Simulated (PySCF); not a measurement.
System: C$_{4}$H$_{2}$Cl$_{2}$O$_{2}$ (SMILES O=C(Cl)/C=C/C(=O)Cl).

```xyz
10

O    -2.2482   -1.0375    0.6415
C    -1.8936   -0.0251    0.1309
Cl   -3.0648    1.1866   -0.3765
C    -0.5166    0.3942   -0.1605
C     0.5185   -0.3937    0.1560
C     1.8953    0.0257   -0.1362
O     2.2490    1.0362   -0.6512
Cl    3.0673   -1.1825    0.3777
H    -0.3665    1.3530   -0.6354
H     0.3686   -1.3522    0.6313
```

Geometry: GFN2-xTB.

The calculation used PBE0/def2-SVPD, SCF density, gas phase in PySCF.

> What can the converged electron density and electron localisation function tell about the bonding?

C–O (1.19 Å): the density is about 3.5 e/Å³ at the midpoint; the ELF peaks at about 0.85 between the atoms (a short, multiple covalent bond).
C–C (1.34 Å): the density is about 2.3 e/Å³ at the midpoint; the ELF peaks at about 0.95 between the atoms; a multiple bond.
C–Cl (1.76 Å): ρ is about 1.4 e/Å³ halfway; the ELF peaks at about 0.90 between the atoms: a shared electron pair.
C–H (1.08 Å): the density is about 2.1 e/Å³ at the midpoint; the ELF climbs to about 1 towards the hydrogen, as it does in any bond to H: an ordinary covalent bond to hydrogen.

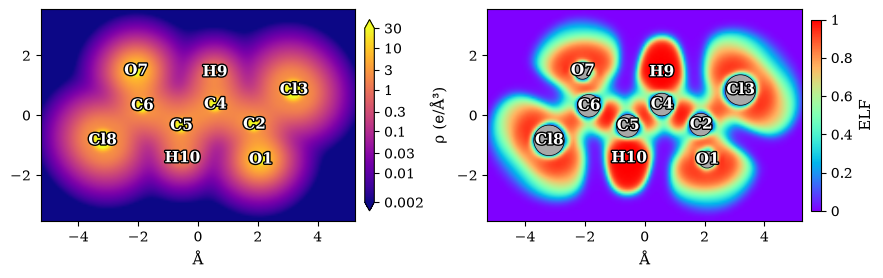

Computed electron density and electron localisation function on the molecular plane, in this order. Grey discs cover the atomic cores in the ELF map. 
